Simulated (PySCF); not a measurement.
# CAM-B3LYP/def2-SVP run of GeH3O2F (SMILES [OH][GeH]([OH])[F])

Aim: the vertical singlet–triplet gap of GeH3O2F at CAM-B3LYP/def2-SVP, from 2 runs. Input form: a Python script.

Program for the calculation: PySCF 2.14.0.

## Step 1: The molecule

GeH3O2F: 7 atoms, total charge 0, spin state singlet. As SMILES, `[OH][GeH]([OH])[F]`. Geometry: relaxed at PBE0-D4/def2-TZVP. This is one conformer, not always the lowest.

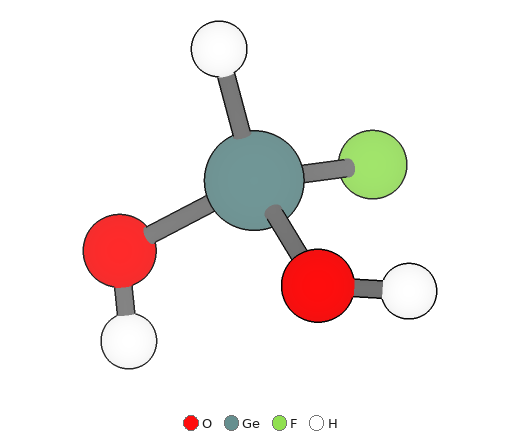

Viewed from a chosen angle; oxygen red, germanium teal, fluorine green, hydrogen white.

## Step 2: The energy at CAM-B3LYP/def2-SVP

mol.xyz reads:

```xyz
7
FGeH3O2
O     -0.352900     1.140300    -0.859300
Ge    -0.107500    -0.026800     0.432400
O      1.518200    -0.656000     0.307600
F     -1.260300    -1.284500     0.113200
H     -1.209200     1.041800    -1.283900
H     -0.331400     0.485800     1.847500
H      1.804400    -0.768700    -0.603100
```

run.py reads:

```python
from pyscf import gto, dft

mol = gto.Mole()
mol.atom = 'mol.xyz'
mol.verbose = 3
mol.max_memory = 1860
mol.basis = 'def2-svp'
mol.spin = 0
mol.build()

mf = dft.RKS(mol, xc='cam-b3lyp')
mf.grids.level = 6
mf.conv_tol = 1e-10
mf.kernel()
if not mf.converged:
    mf = mf.newton().run(mf.mo_coeff, mf.mo_occ)

energy = mf.e_tot
print(f'total energy: {energy:.8f} hartree')
```

Run with:

```bash
$ OMP_NUM_THREADS=1 python run.py
```

Standard output:

```text
converged SCF energy = -2328.7733000897
total energy: -2328.77330009 hartree
```

Wall time 32 s (1 thread of Arm Neoverse V2, shared host); peak memory 0.47 GiB.

## Step 3: The triplet, same level

mol.xyz is that of step 2.

calc.py reads:

```python
from pyscf import gto, dft

mol = gto.M(
    atom='mol.xyz',
    verbose=3,
    basis='def2-svp',
    max_memory=1860,
    charge=0,
    spin=2,
)

mf = dft.UKS(mol, xc='cam-b3lyp')
mf.conv_tol = 1e-10
mf.grids.level = 6
mf.kernel()
if not mf.converged:
    mf = mf.newton().run(mf.mo_coeff, mf.mo_occ)

energy = mf.e_tot
print(f'total energy: {energy:.8f} hartree')
```

Run with:

```bash
$ OMP_NUM_THREADS=1 python calc.py
```

Standard output:

```text
WARN: HOMO -0.0319311954837262 >= LUMO -0.413333545985912

WARN: HOMO -0.0959730078595271 >= LUMO -0.203776189220688

WARN: HOMO -0.109610238356426 >= LUMO -0.266312788796124

WARN: HOMO -0.111558319373713 >= LUMO -0.250005347044019

WARN: HOMO -0.111875104100452 >= LUMO -0.239031931170541

WARN: HOMO -0.11228678797037 >= LUMO -0.238688362906503

WARN: HOMO -0.1128936941209 >= LUMO -0.234705313811599

WARN: HOMO -0.114071634359365 >= LUMO -0.233806969209901

WARN: HOMO -0.116299933910733 >= LUMO -0.232497413950241

WARN: HOMO -0.122419777105915 >= LUMO -0.228057324831659

WARN: HOMO -0.119585427745593 >= LUMO -0.23341134649027

WARN: HOMO -0.126558964025806 >= LUMO -0.227098754882542

WARN: HOMO -0.122505825151468 >= LUMO -0.230899266966679

WARN: HOMO -0.123803307452631 >= LUMO -0.230701791222453

WARN: HOMO -0.124811258106558 >= LUMO -0.229734035915886

WARN: HOMO -0.124153249811943 >= LUMO -0.230423690143703

WARN: HOMO -0.124869054391257 >= LUMO -0.229848039892337

WARN: HOMO -0.124434038516303 >= LUMO -0.230230415508828

WARN: HOMO -0.124417526631322 >= LUMO -0.230217034373626

WARN: HOMO -0.124381420490193 >= LUMO -0.230219694553405

WARN: HOMO -0.124388478047529 >= LUMO -0.230211258100025

WARN: HOMO -0.124395955612181 >= LUMO -0.230221758388073

WARN: HOMO -0.124390861393457 >= LUMO -0.230222035571519

WARN: HOMO -0.124396705764525 >= LUMO -0.230224372623869

WARN: HOMO -0.124396948964935 >= LUMO -0.2302266723648

WARN: HOMO -0.12439529672219 >= LUMO -0.23022492290819

WARN: HOMO -0.124395595394841 >= LUMO -0.230226765388427

WARN: HOMO -0.124394760292525 >= LUMO -0.230226651575687

WARN: HOMO -0.124394280506053 >= LUMO -0.230226577343409

WARN: HOMO -0.12439426119103 >= LUMO -0.230226595839194

converged SCF energy = -2328.49381616495  <S^2> = 2.0084639  2S+1 = 3.0056373
total energy: -2328.49381616 hartree
```

It took 2.1 min on 1 thread of Arm Neoverse V2, shared host; peak memory 0.49 GiB.

## Step 4: Summary of results

Level: CAM-B3LYP/def2-SVP.

| quantity | value |
| --- | --- |
| singlet: total energy | -2328.77330 Eh |
| singlet: dipole moment | 1.22 D |
| singlet: HOMO energy | -10.61 eV |
| singlet: LUMO energy | 1.47 eV |
| singlet: HOMO–LUMO gap | 12.08 eV |
| triplet: total energy | -2328.49382 Eh |
| triplet: dipole moment | 2.01 D |
| triplet: HOMO energy (highest over α and β) | -3.38 eV |
| triplet: ⟨S²⟩ | 2.008 |
| vertical energy of the triplet above the singlet | 7.605 eV |

At this shape the triplet lies 7.61 eV (734 kJ/mol) above the singlet. Mulliken charges (singlet) run from -0.43 on O1 to +0.93 on Ge2.
